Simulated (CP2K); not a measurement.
# CH3AlF2 (SMILES [CH3][Al]([F])[F]) at BLYP-D3(BJ)/DZVP-MOLOPT-SR-GTH (core potential)

What is the vertical ionisation energy of CH3AlF2 at BLYP-D3(BJ)/DZVP-MOLOPT-SR-GTH (core potential)? 

The calculation is run with CP2K 2026.2.

2 further runs of the same task are left out: 2 set aside as unsound or not needed.

## (1) The molecule

CH3AlF2 has 7 atoms, charge 0, and is taken as a singlet. SMILES: `[CH3][Al]([F])[F]`. The coordinates come from a PBE0-D4/def2-TZVP relaxation.

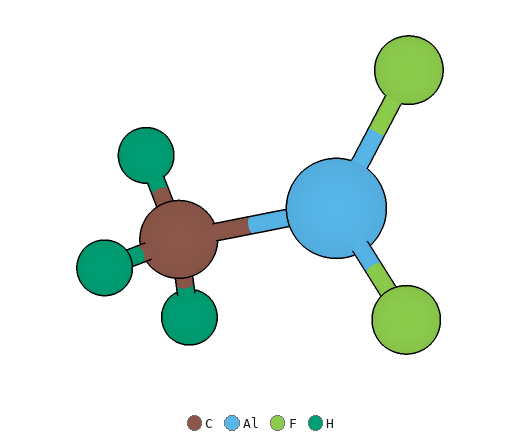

Viewed from a chosen angle; carbon brown, aluminium blue, fluorine green, hydrogen teal.

## (2) A single-point energy at BLYP-D3(BJ)/DZVP-MOLOPT-SR-GTH (core potential)

The input, run.inp:

```
&GLOBAL
  PROJECT_NAME run
  RUN_TYPE ENERGY
  PRINT_LEVEL MEDIUM
&END

&FORCE_EVAL
  METHOD QS
  &DFT
    BASIS_SET_FILE_NAME BASIS_MOLOPT
    POTENTIAL_FILE_NAME GTH_POTENTIALS
    &QS
      METHOD GPW
      EPS_DEFAULT 1.0E-10
    &END
    &MGRID
      CUTOFF 400
      REL_CUTOFF 50
      NGRIDS 4
    &END
    &POISSON
      PERIODIC NONE
      POISSON_SOLVER MULTIPOLE
    &END
    &SCF
      SCF_GUESS ATOMIC
      EPS_SCF 1.0E-06
      MAX_SCF 100
      ADDED_MOS 3
      &DIAGONALIZATION
        ALGORITHM STANDARD
      &END
      &MIXING
        METHOD BROYDEN_MIXING
        ALPHA 0.3
        NBUFFER 8
      &END
    &END
    &XC
      &XC_FUNCTIONAL BLYP
      &END
      &VDW_POTENTIAL
        POTENTIAL_TYPE PAIR_POTENTIAL
        &PAIR_POTENTIAL
          TYPE DFTD3(BJ)
          PARAMETER_FILE_NAME dftd3.dat
          REFERENCE_FUNCTIONAL BLYP
          R_CUTOFF 15
        &END
      &END
    &END
    &PRINT
      &MOMENTS
        PERIODIC F
        REFERENCE COM
        MAX_MOMENT 1
      &END
      &MO ON
        ENERGIES T
        OCCUPATION_NUMBERS T
        NDIGITS 6
        &EACH
          QS_SCF 0
        &END
        ADD_LAST NUMERIC
      &END
      &HIRSHFELD OFF
      &END
    &END
  &END
  &SUBSYS
    &CELL
      ABC 9.6 10.7 9.3
      PERIODIC NONE
    &END
    &COORD
      C     -0.253600     0.825900    -0.238700
      Al     0.293100    -0.956200     0.245500
      F      1.513200    -1.219500     1.315500
      F     -0.423400    -2.297600    -0.378600
      H     -1.075800     0.816000    -0.956100
      H     -0.573400     1.384500     0.645100
      H      0.581100     1.378900    -0.678200
    &END
    &TOPOLOGY
      &CENTER_COORDINATES
      &END
    &END
    &KIND C
      BASIS_SET DZVP-MOLOPT-SR-GTH-q4
      POTENTIAL GTH-BLYP-q4
    &END
    &KIND Al
      BASIS_SET DZVP-MOLOPT-SR-GTH-q3
      POTENTIAL GTH-BLYP-q3
    &END
    &KIND F
      BASIS_SET DZVP-MOLOPT-SR-GTH-q7
      POTENTIAL GTH-BLYP-q7
    &END
    &KIND H
      BASIS_SET DZVP-MOLOPT-SR-GTH-q1
      POTENTIAL GTH-BLYP-q1
    &END
  &END
&END
```

Launch:

```sh
$ OMP_NUM_THREADS=1 cp2k.psmp -i run.inp -o run.out
```

The program printed:

```text
CP2K| version string:                                       CP2K version 2026.2
[...]
 GLOBAL| Method name                                                        CP2K
[...]
 GLOBAL| Run type                                                         ENERGY
[...]
 DFT| Spin restricted Kohn-Sham (RKS) calculation                            RKS
 DFT| Multiplicity                                                             1
[...]
 DFT| Charge                                                                   0
[...]
 FUNCTIONAL| BECKE88:
 FUNCTIONAL| LYP:
[...]
 QS| Method:                                                                 GPW
[...]
 QS| Density cutoff [a.u.]:                                                200.0
[...]
 QS| Relative density cutoff [a.u.]:                                        25.0
[...]
                             - Atoms:                                          7
[...]
                             - Spherical basis functions:                     67
[...]
 Number of electrons:                                                         24
[...]
     1 NoMix/Diag. 0.30E+00    1.7     1.30069820       -57.4524545194 -5.75E+01
[...]
    47 Broy./Diag. 0.30E+00    2.4     0.00000073       -58.1307704475  2.59E-06
  *** SCF run converged in    47 steps ***
[...]
  Overlap energy of the core charge distribution:               0.00000085835113
  Self energy of the core charge distribution:               -152.50447649773318
  Core Hamiltonian energy:                                     43.38754758178051
  Hartree energy:                                              63.97657186007276
  Exchange-correlation energy:                                -12.98310110613303
  Dispersion energy:                                           -0.00731314381113
  Total energy:                                               -58.13077044747295
[...]
                     Mulliken Population Analysis
 #  Atom  Element  Kind  Atomic population                           Net charge
       1     C        1          4.374105                             -0.374105
       2     Al       2          1.951200                              1.048800
       3     F        3          7.429052                             -0.429052
       4     F        3          7.428086                             -0.428086
       5     H        4          0.938865                              0.061135
       6     H        4          0.939391                              0.060609
       7     H        4          0.939302                              0.060698
 # Total charge                             24.000000                  0.000000
[...]
  Dipole moment [Debye]
    X= -0.6526005E+00 Y=  0.2079743E+01 Z= -0.5808118E+00  Total=      2.2557835
 ENERGY| Total FORCE_EVAL ( QS ) energy [hartree]            -58.130770447472948
[...]
```

Run time: 2 min. Hardware: 1 thread of Intel Xeon at 2.70GHz, shared host; peak memory 1.5 GiB.

## (3) The doublet cation

The input, molecule.xyz:

```xyz
7

C     -0.253600     0.825900    -0.238700
Al     0.293100    -0.956200     0.245500
F      1.513200    -1.219500     1.315500
F     -0.423400    -2.297600    -0.378600
H     -1.075800     0.816000    -0.956100
H     -0.573400     1.384500     0.645100
H      0.581100     1.378900    -0.678200
```

The input, qs.inp:

```
&GLOBAL
    PROJECT_NAME qs
    RUN_TYPE ENERGY
    PRINT_LEVEL MEDIUM
&END GLOBAL
&FORCE_EVAL
    METHOD Quickstep
    &DFT
        BASIS_SET_FILE_NAME BASIS_MOLOPT
        POTENTIAL_FILE_NAME GTH_POTENTIALS
        CHARGE 1
        MULTIPLICITY 2
        UKS T
        &QS
            METHOD GPW
            EPS_DEFAULT 1.0E-10
        &END QS
        &MGRID
            CUTOFF 400
            REL_CUTOFF 50
            NGRIDS 4
        &END MGRID
        &POISSON
            PERIODIC NONE
            POISSON_SOLVER MULTIPOLE
        &END POISSON
        &SCF
            SCF_GUESS ATOMIC
            EPS_SCF 1.0E-05
            MAX_SCF 40
            &OT
                MINIMIZER DIIS
                PRECONDITIONER FULL_ALL
            &END OT
            &OUTER_SCF
                EPS_SCF 1.0E-05
                MAX_SCF 2
            &END OUTER_SCF
        &END SCF
        &XC
            &XC_FUNCTIONAL BLYP
            &END XC_FUNCTIONAL
            &VDW_POTENTIAL
                POTENTIAL_TYPE PAIR_POTENTIAL
                &PAIR_POTENTIAL
                    TYPE DFTD3(BJ)
                    PARAMETER_FILE_NAME dftd3.dat
                    REFERENCE_FUNCTIONAL BLYP
                    R_CUTOFF 15
                &END PAIR_POTENTIAL
            &END VDW_POTENTIAL
        &END XC
        &PRINT
            &MOMENTS
                PERIODIC F
                REFERENCE COM
                MAX_MOMENT 1
            &END MOMENTS
            &MO_CUBES
                NLUMO 2
                NHOMO -1
                WRITE_CUBE F
            &END MO_CUBES
            &HIRSHFELD OFF
            &END HIRSHFELD
        &END PRINT
    &END DFT
    &SUBSYS
        &CELL
            ABC 9.6 10.7 9.3
            PERIODIC NONE
        &END CELL
        &TOPOLOGY
            COORD_FILE_NAME molecule.xyz
            COORD_FILE_FORMAT XYZ
            &CENTER_COORDINATES
            &END CENTER_COORDINATES
        &END TOPOLOGY
        &KIND C
            BASIS_SET DZVP-MOLOPT-SR-GTH-q4
            POTENTIAL GTH-BLYP-q4
        &END KIND
        &KIND Al
            BASIS_SET DZVP-MOLOPT-SR-GTH-q3
            POTENTIAL GTH-BLYP-q3
        &END KIND
        &KIND F
            BASIS_SET DZVP-MOLOPT-SR-GTH-q7
            POTENTIAL GTH-BLYP-q7
        &END KIND
        &KIND H
            BASIS_SET DZVP-MOLOPT-SR-GTH-q1
            POTENTIAL GTH-BLYP-q1
        &END KIND
    &END SUBSYS
&END FORCE_EVAL
```

Launch:

```sh
$ OMP_NUM_THREADS=1 cp2k.psmp -i qs.inp > qs.out 2>&1
```

The program printed (excerpt; [...] marks lines left out):

```text
CP2K| version string:                                       CP2K version 2026.2
[...]
 GLOBAL| Method name                                                        CP2K
[...]
 GLOBAL| Run type                                                         ENERGY
[...]
 DFT| Spin unrestricted (spin-polarized) Kohn-Sham calculation               UKS
 DFT| Multiplicity                                                             2
[...]
 DFT| Charge                                                                   1
[...]
 FUNCTIONAL| BECKE88:
 FUNCTIONAL| LYP:
[...]
 QS| Method:                                                                 GPW
[...]
 QS| Density cutoff [a.u.]:                                                200.0
[...]
 QS| Relative density cutoff [a.u.]:                                        25.0
[...]
                             - Atoms:                                          7
[...]
                             - Spherical basis functions:                     67
[...]
 Number of electrons:                                                         12
[...]
     1 OT DIIS     0.15E+00    3.3     0.11853936       -55.4405076739 -5.54E+01
[...]
     9 OT DIIS     0.15E+00    3.5     0.00000409       -57.7128496162 -1.00E-07
  *** SCF run converged in     9 steps ***
[...]
  Overlap energy of the core charge distribution:               0.00000085835113
  Self energy of the core charge distribution:               -152.50447649773318
  Core Hamiltonian energy:                                     42.97269680776564
  Hartree energy:                                              64.45863867472129
  Exchange-correlation energy:                                -12.63239631551671
  Dispersion energy:                                           -0.00731314381113
  Total energy:                                               -57.71284961622298
[...]
                     Mulliken Population Analysis
 #  Atom  Element  Kind  Atomic population (alpha,beta) Net charge  Spin moment
       1     C        1         2.347890     1.813430    -0.161320     0.534460
       2     Al       2         0.909161     0.776359     1.314480     0.132802
       3     F        3         3.711192     3.557063    -0.268255     0.154129
[...]
  Dipole moment [Debye]
    X= -0.1851909E+01 Y=  0.6092638E+01 Z= -0.1644732E+01  Total=      6.5768495
[...]
 HOMO - LUMO gap [eV] :    0.515334
 ENERGY| Total FORCE_EVAL ( QS ) energy [hartree]            -57.712849616222982
[...]
```

Wall time 3.1 min (1 thread of Intel Xeon at 2.70GHz, shared host); peak memory 1.1 GiB.

## (4) What came out

Level: BLYP-D3(BJ)/DZVP-MOLOPT-SR-GTH (core potential).

```
                                          quantity          value
                     singlet CH3AlF2: total energy   -58.13077 Eh
                    singlet CH3AlF2: dipole moment         2.26 D
                      singlet CH3AlF2: HOMO energy       -7.78 eV
                      singlet CH3AlF2: LUMO energy       -1.03 eV
                    singlet CH3AlF2: HOMO–LUMO gap        6.75 eV
                singlet CH3AlF2: dispersion energy  -19.20 kJ/mol
                      doublet cation: total energy   -57.71285 Eh
doublet cation: HOMO energy (highest over α and β)      -15.37 eV
 doublet cation: LUMO energy (lowest over α and β)      -14.85 eV
                 doublet cation: dispersion energy  -19.20 kJ/mol
                              doublet cation: ⟨S²⟩          0.753
vertical ionisation energy (to the doublet cation)      11.372 eV
```

**Reading.** Removing an electron at fixed nuclei costs 11.37 eV (1097 kJ/mol). The negative HOMO energy of the first species, 7.78 eV, lies 3.59 eV below that difference.
